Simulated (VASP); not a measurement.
Band structure of Si (relaxed from the black-P structure, space group Cmce). Calculation: r2SCAN meta-GGA, VASP's PBE PAW potentials (set 64) (plane waves; VASP 6.6.1).

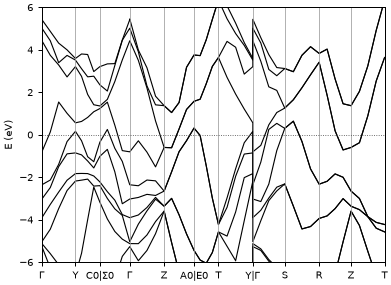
Figure. Bands along high-symmetry lines, zero at the valence-band maximum or, without a gap, the Fermi level

### Question
Read the plot: is there a gap, and where are the band edges?

### Answer
It has no gap at this level: it comes out as a metal or semimetal.

The structure was generated: Si was put into the black-P type (Cmce), which need not be its known phase. It was relaxed first, which changed the volume by -11 %.
